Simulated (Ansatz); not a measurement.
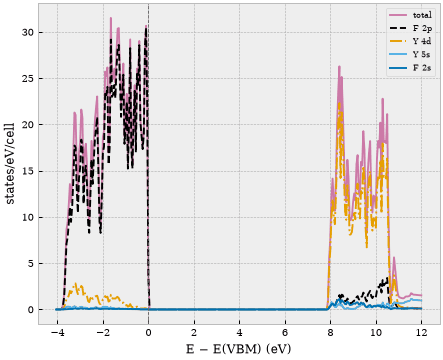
Figure. Total and projected density of states of YF3 in space group Pnma (No. 62; Y on 4c, F on 8d, F on 4c), PBEsol in the plane-wave PAW code Ansatz

**Question.** Which orbitals carry the states next to the gap?

**Answer.** Top 1 eV of the valence band: F 2p 98 %. Bottom 1 eV of the conduction band: Y 4d 85 %, F 2p 6 %. Projections are on Löwdin-orthogonalised atomic valence shells; empty p or d shells of many metals are not among them.

**Question.** Where is the tallest occupied peak in this window, and what makes it?

**Answer.** Near -1.7 eV, about 32 states/eV per cell; the largest projected share is F 2p.

The workflow started from a Materials Project entry (that database holds measured and hypothetical structures alike); the Crystallography Open Database files this formula in space group No. 62, but the cells were not matched. Whether it is the stable phase at ambient conditions was not checked. Symmetry was held in the PBEsol relaxation; whether a distortion lowers the energy is not shown. No spin polarisation was allowed. Scalar-relativistic: spin–orbit coupling is off unless named, which matters more the heavier the elements.

Potentials: the earlier of the program's two PAW sets. The files were generated under PBE; for other functionals the program regenerates the frozen cores, and for LDA and PBEsol the local potential too.
